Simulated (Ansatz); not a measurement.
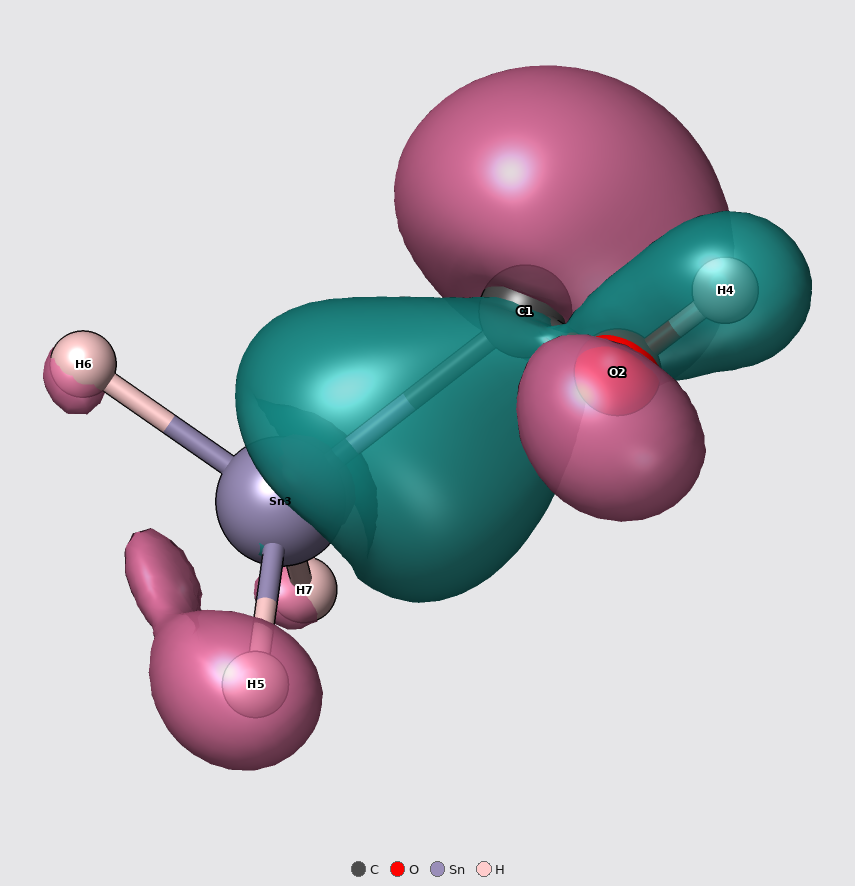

CH4OSn. One frontier orbital at ±0.1 Å⁻³ᐟ² (teal and pink are the two phases), seen at an oblique angle.

Geometry: PBE0-D4/def2-TZVP; core potentials replace the inner electrons of Sn.

Level of theory: RKS PBE0-D4/def2-TZVPP in Ansatz.

```xyz
7

C    -0.2384   -1.2826    0.0973
O    -1.1539   -1.2543   -0.8242
Sn    0.5575    0.7804    0.3592
H    -1.5092   -2.1517   -0.9487
H    -0.1427    1.9941   -0.6327
H     0.3316    1.1952    2.0023
H     2.2382    0.7041    0.0547
```

Question: Which orbital is it: HOMO or LUMO?

Answer: The HOMO, at −5.74 eV. By Hirshfeld shares it lies mainly on C1 (about 60 %), Sn3 (about 20 %) and O2 (about 15 %).
